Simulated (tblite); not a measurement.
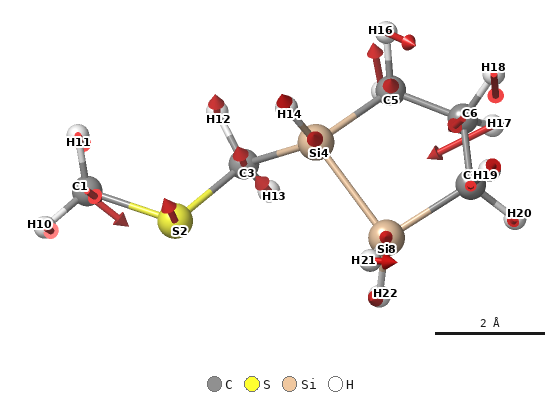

A relaxation of C5H14SSi2. The starting structure is drawn; red arrows show the displacements, at their true length. The two geometries are superimposed by the best rigid fit.

A ball-and-stick model, seen at a tilt.

The calculation used tblite, GFN2-xTB geometry optimisation, gas phase. 

Which element moves most?

Answer. Hydrogen: up to 1.41 Å, against 0.60 Å for sulfur.

What did the optimiser do to the structure, and how much energy did it gain?

Answer. After 192 geometry steps the energy has fallen by 24.7 kcal/mol. An H atom moves most after the best rigid fit: 1.41 Å. By element the largest moves are H 1.41 Å, S 0.60 Å, C 0.58 Å, Si 0.45 Å. Among the contacts that change: C–Si 1.835 → 1.920 Å, C–C 1.448 → 1.530 Å, Si–Si 2.240 → 2.318 Å, C–Si 1.858 → 1.912 Å. Among the angles between lasting bonds that change: Si–Si–H 108.1° → 119.3°, Si–Si–H 112.0° → 121.8°, C–C–C 119.8° → 111.5°. Groups turn about C–C by about 55°, C–Si by about 45°, C–C by about 40°.
